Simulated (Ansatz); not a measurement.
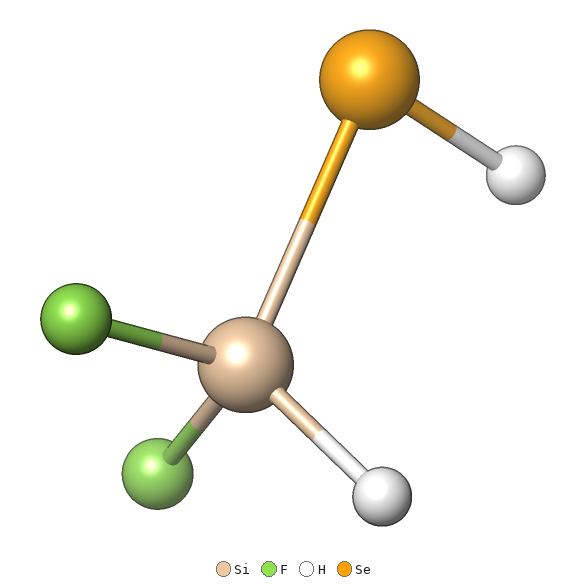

Every bond is drawn as one stick, whatever its order.

The computed structure is the end point of a PBE0-D4/def2-TZVP optimisation.

**Count the atoms of each element.**

F₂H₂SeSi, 6 atoms: 2 fluorine, 2 hydrogen, 1 selenium and 1 silicon.

**How many atoms are distinct by symmetry?**

6: 1 Si, 1 F, 1 F, 1 H, 1 Se, 1 H.

**How many bonds of each kind are drawn?**

2 F–Si, 1 Se–Si, 1 Si–H, 1 Se–H. Sticks follow a distance rule.

**What is the point group of this geometry?**

C1.

More results for the same structure follow; atom numbers are the same in all pictures, views and colours differ.

## Geometry

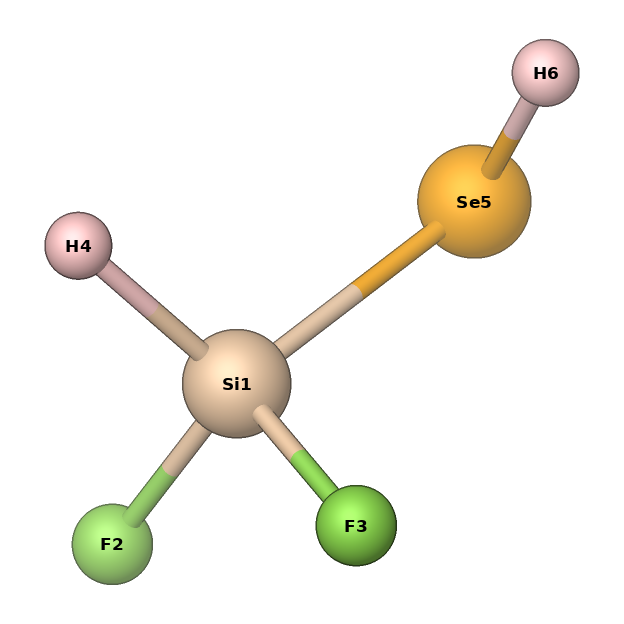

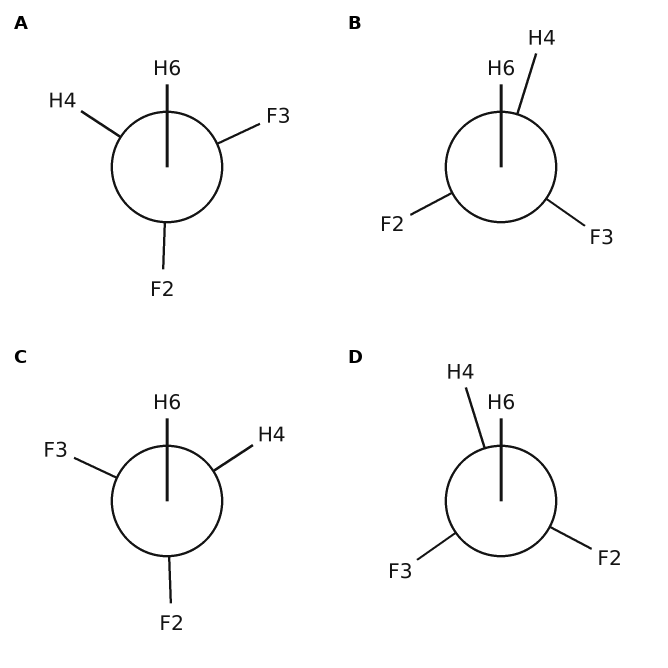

Atoms fade into the background with distance from the viewer. Bonds that would overlap in a projection are set slightly apart.

**Which Newman projection shows the view along Se5–Si1, with Se5 in front?**

C. The torsion angle H6–Se5–Si1–F2 is 178°, antiperiplanar (anti).

## Vibrations

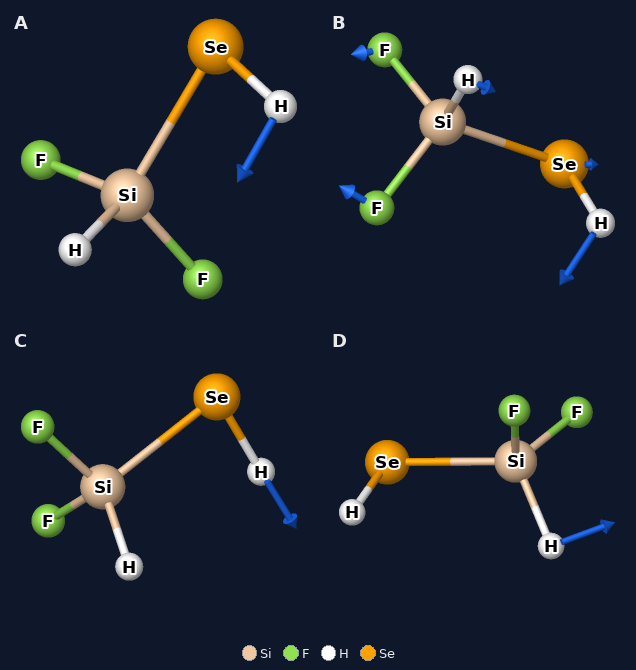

4 normal modes of one molecule or complex, as arrows. Harmonic vibrations computed with RKS PBE0-D4/def2-TZVP (Ansatz 0.2.0) at a stationary point of the same level.

**Match the panels to the wavenumbers 228 cm⁻¹, 652 cm⁻¹, 812 cm⁻¹, 2439 cm⁻¹.**

A: 652 cm⁻¹, H–Se–Si bending
B: 228 cm⁻¹, angle bending
C: 2439 cm⁻¹, Se–H stretching
D: 812 cm⁻¹, angle bending

## Charges

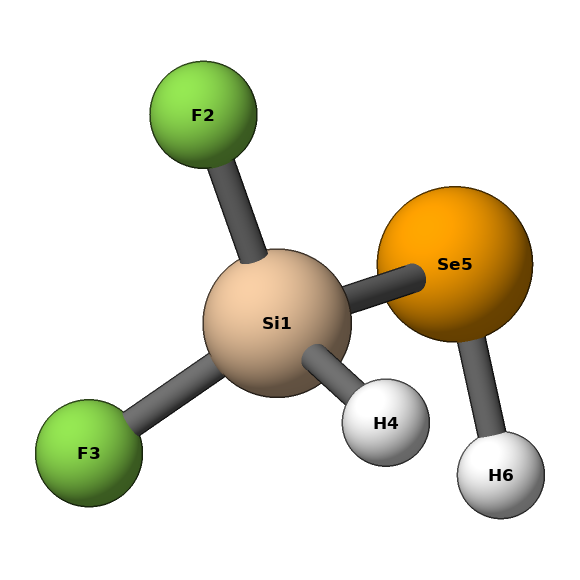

The questions are on Mulliken charges. Level of theory: RKS PBE0-D4/def2-TZVP (Ansatz 0.2.0).

**Which atom carries the highest charge (most positive or least negative)?**

Si1 (0.68 e).

**And the lowest?**

F2, F3 (−0.28 e).

Give the Mulliken charges atom by atom.

```json
{"atom": "Si1", "value (e)": "0.68"}
{"atom": "F2", "value (e)": "−0.28"}
{"atom": "F3", "value (e)": "−0.28"}
{"atom": "H4", "value (e)": "−0.02"}
{"atom": "Se5", "value (e)": "−0.24"}
{"atom": "H6", "value (e)": "0.14"}
```

## Dipole moment

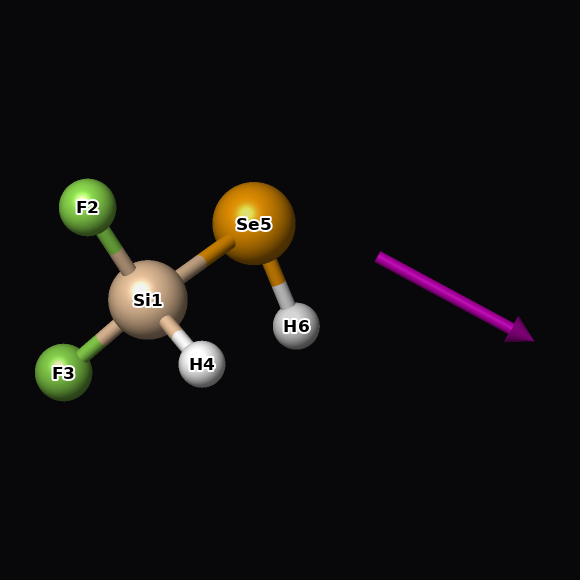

The arrow beside the molecule shows the direction of the dipole moment, from the negative to the positive end (its length means nothing). Properties computed with RKS PBE0-D4/def2-TZVP (Ansatz 0.2.0).

**How large is the dipole moment?**

1.68 D; it points from the side of F2 to the side of H6 (the outermost atoms at the two ends).

Mulliken values depend strongly on the basis set and can even reverse the polarity of a bond.
